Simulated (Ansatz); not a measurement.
Two G0W0 runs on GeSb2Te4 (R3m).

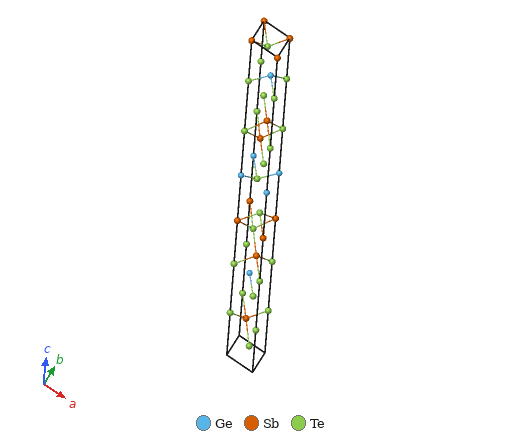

The structure (germanium blue, antimony orange, tellurium green). Bonds to atoms that aren't drawn are left out. Some periodic images of atoms are drawn too.

```cif
data_structure
_symmetry_space_group_name_H-M 'P 1'
_symmetry_Int_Tables_number 1
_cell_length_a 14.1181
_cell_length_b 14.1181
_cell_length_c 14.1181
_cell_angle_alpha 17.558
_cell_angle_beta 17.558
_cell_angle_gamma 17.558
_cell_volume 223.51
loop_
_atom_site_label
_atom_site_type_symbol
_atom_site_fract_x
_atom_site_fract_y
_atom_site_fract_z
_atom_site_occupancy
Ge1 Ge 0.57046 0.57046 0.57046 1
Sb2 Sb 0.42653 0.42653 0.42653 1
Sb3 Sb 0.99799 0.99799 0.99799 1
Te4 Te 0.86977 0.86977 0.86977 1
Te5 Te 0.13417 0.13417 0.13417 1
Te6 Te 0.71137 0.71137 0.71137 1
Te7 Te 0.28972 0.28972 0.28972 1
```

The cell and positions are those that the Materials Project relaxed with its own functionals (PBE, PBE+U or r2SCAN), kept fixed. Spin-orbit coupling is left out unless a run names it.

The first (Ansatz 0.2.0; start PBE, 4×4×4 mesh, 932 empty bands, screening to 150 eV, PAW set soft_1 files; 1 × NVIDIA H100 80GB HBM3 (shared by 6 runs) with 2 threads of AMD EPYC 7R13 (Zen 3), shared host) gave, on its mesh: starting gap 0.38 eV, G0W0 gap 0.45 eV, RPA ε∞ (mean) 41.56, 9.6 min.

The second changes start from PBE to PBE with 10 % exact exchange. What does it give?

It gave: starting gap 0.61 eV, G0W0 gap 0.49 eV, RPA ε∞ (mean) 30.93, 15 min. The G0W0 gap moves by +0.05 eV, +0.22 eV from the start and −0.18 eV from the correction. Σc changes by +0.02 eV at the valence top and −0.06 eV at the conduction bottom, and Σx − Vxc between them by −0.10 eV.

Limits: not at the basis limit; mesh may overstate the screening; no spin-orbit coupling.

[Paths, hosts, dates, memory and timing lines, banners, echoed tables and standing remarks are left out of the program output.]

[Logs are printed without paths, hosts, clocks, repeated set-up lines and the standing remarks that a program may print on its own settings, such as how far it seeks lower states.]

[Runs of the session that timed out or met a known fault of the program may be left out.]

[Cells called generated may have been cut or substituted from an entry of the Crystallography Open Database or the Materials Project.]

[Hosts, paths, dates, database ids (printed as entryN), source tags and the programs' standing remarks are cut or masked in the printed files.]
